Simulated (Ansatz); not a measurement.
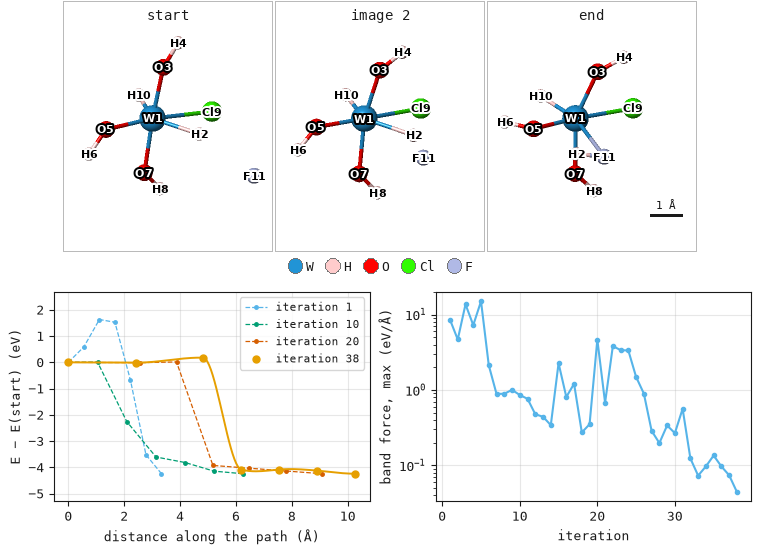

A search for the minimum-energy path of WH5O3ClF (multiplicity 2), made up at the start of WH₅O₃Cl and F by the nudged elastic band. Images are numbered from 0 (start) to 6 (end). The plot follows the band through its iterations. Style: ball-and-stick. Shown at a tilt.

Method: UHF/def2-SVP (Ansatz 0.2.0). Set-up: 5 movable images; climbing image; force threshold 0.05 eV/Å; iteration limit 60; starting path by straight interpolation.

**How did the profile develop, and is the result final?**

The run is converged, with reservations. The band converged in 38 iterations. The largest component of the band force went from 8.5 to 0.045 eV/Å. The climbing image converged on the top of the path. Its curvatures weren't checked. The straight starting path can push atoms close together and costs iterations. The first iteration put the highest image at 1.63 eV. The highest point, image 2, lies 0.18 eV above the start and 4.42 eV above the end; the end is at −4.24 eV relative to the start.

Limits of the set-up: the start holds two separate molecules, 2.9 Å apart at their closest, whose relative position is a soft coordinate and is computed without a dispersion correction; Hartree-Fock leaves out electron correlation.
